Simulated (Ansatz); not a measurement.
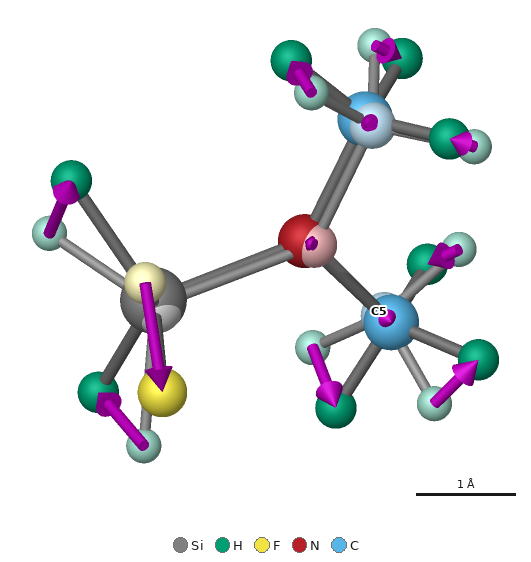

A relaxation of C₂H₈FNSi. The starting structure is drawn faded, the final one solid; purple arrows show the displacements, at their true length. The two geometries are superimposed by the best rigid fit.

The picture is a ball-and-stick view, seen from a free direction.

The run prepares the start of a later molecular dynamics calculation, from a guessed geometry.

All numbers below come from Ansatz, RKS PBE/6-31G. Settings: no spin polarisation; force threshold 0.02 eV/Å; at most 40 steps.

### Describe the change and its energy.

Over 10 accepted moves (11 points after the start) the energy falls by 73.0 kJ/mol. Largest force component: 4.4 eV/Å at the start, 0.0086 eV/Å at the end. The line search rejected the trial step at point 8 of the run. The largest moves after the best rigid fit, 1.13 Å, are those of H and F atoms. By element the largest moves are F 1.13 Å, H 1.13 Å, C 0.19 Å, N 0.12 Å, Si 0.07 Å. Near-neighbour distances that change, for instance: F–Si 1.590 → 1.727 Å, N–Si 1.819 → 1.759 Å, H–Si 1.460 → 1.509 Å, C–H 1.110 → 1.102 Å. Among the angles between lasting bonds that change: H–Si–H 109.5° → 116.8°, F–Si–N 109.5° → 115.6°, C–N–C 120.0° → 115.0°. Groups turn about N–Si by about 55°, C–N by about 30°.

Limits of the set-up: the basis has no polarisation functions, which atoms past neon need.
